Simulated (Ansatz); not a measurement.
# B5H5O (charge −2): what the fields show

```yaml
atoms:
  - { symbol: B, position_ang: [0.1363, 0.6010, 0.4990] }
  - { symbol: B, position_ang: [0.7130, -0.9627, -0.2603] }
  - { symbol: B, position_ang: [0.8486, 0.5540, -1.0181] }
  - { symbol: B, position_ang: [-0.7815, -0.8372, 0.5148] }
  - { symbol: B, position_ang: [-0.7444, -0.0404, -0.9731] }
  - { symbol: O, position_ang: [0.2257, 1.5942, 1.6009] }
  - { symbol: H, position_ang: [-0.3452, 1.2262, 2.2921] }
  - { symbol: H, position_ang: [1.4850, -1.9306, -0.3446] }
  - { symbol: H, position_ang: [1.6088, 1.1924, -1.7466] }
  - { symbol: H, position_ang: [-1.5354, -1.4255, 1.2948] }
  - { symbol: H, position_ang: [-1.6109, 0.0285, -1.8589] }
```

Geometry: PBE-D4/def2-SVPD; the highest occupied orbital lies above zero, a sign that basis and functional describe the outermost electron poorly.

All numbers below come from RKS PBE0-D4/def2-TZVPD in Ansatz.

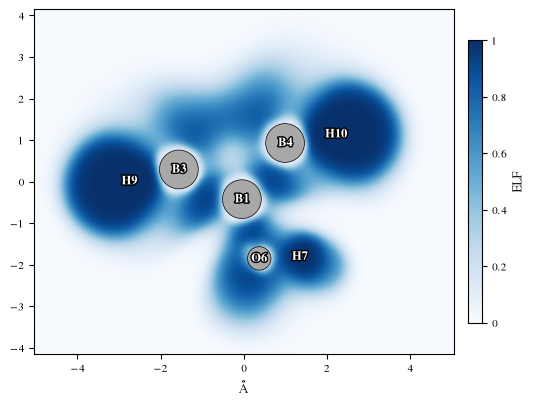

Figure 1. ELF on the plane of atoms B3, B1 and O6. Grey discs cover the atomic cores.

### Describe what can be read from this map.

- Atoms in the plane: B, O and H.
- B–O (1.49 Å): the ELF peaks at about 0.90 between the atoms; a shared but strongly polarised pair.
- B–B (1.68 Å): the ELF peaks at about 0.85 between the atoms: a covalent bond.
- O–H (0.97 Å): the ELF climbs to about 1 towards the hydrogen, as it does in any bond to H; a covalent bond by its length.
- B–H (1.23 Å): the ELF climbs to about 1 towards the hydrogen; a covalent bond by its length.
- The ELF also peaks beside O6, away from the bonds: lone-pair regions.

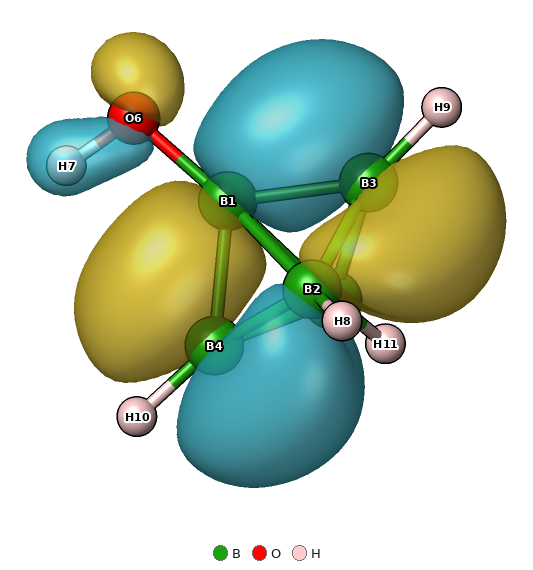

Figure 2. The HOMO at ±0.08 Å⁻³ᐟ² (yellow and cyan are the two phases), seen across its widest extent.

### Where does this orbital lie, and at what energy?

It lies mainly on B4 (about 25 %), B3 (about 25 %), B1 (about 20 %), B2 (about 10 %) and B5 (about 10 %). Its energy is 4.36 eV.
